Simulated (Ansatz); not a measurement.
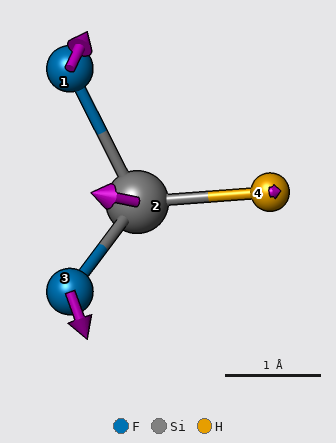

This is a relaxation of SiHF$_{2}$ (multiplicity 2). The starting structure is drawn; purple arrows show the displacements, magnified 10 times. The two geometries are superimposed by the best rigid fit.

The picture is a ball-and-stick view, seen at a tilt.

All numbers below come from UKS PBE0-D4/def2-TZVP (Ansatz). (force threshold 0.005 eV/Å; at most 200 steps)

> What happened in the run?

The atom that moves furthest after the best rigid fit is Si2 (0.060 Å). By element the largest moves are Si 0.060 Å, F 0.055 Å, H 0.013 Å. Near-neighbour distances that change, for instance: Si2–H4 1.439 → 1.493 Å, F1–Si2 1.606 → 1.592 Å. Among the angles between lasting bonds that change: F1–Si2–F3 100.4° → 107.2°. The energy falls by 1.69 kcal/mol in 5 geometry steps. The largest force component goes from 1.7 to 0.00069 eV/Å.
